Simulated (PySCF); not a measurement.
Molecule: Te(NH2)(SeH), SMILES N[Te][SeH]. Atoms near the plane z = 0.0 Å, at the PBE0/def2-SVP optimised geometry (x, y, z in Å): Te1 (1.3, -0.7, 0.0), Se5 (-1.2, -0.7, 0.0), H6 (-1.3, 0.7, 0.0).

Calculation: PBE0/def2-TZVP, def2 effective core potentials past Kr (PySCF). The core electrons that the potentials of Te replace are not part of the density. Cells within 0.4 Å of a nucleus heavier than hydrogen are left out (blank, or x). The values are rescaled to run from 0 to 1.

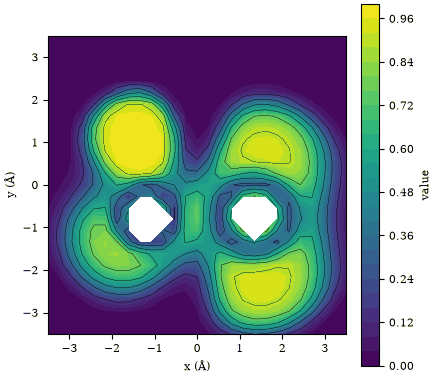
Fig. 1. a field on the plane z = 0.0 Å.

Task: Which quantity is mapped?
A) electron localisation function
B) deformation density (molecule minus spherical neutral atoms)
C) electrostatic potential
D) log10 of the electron density

Result: A, electron localisation function
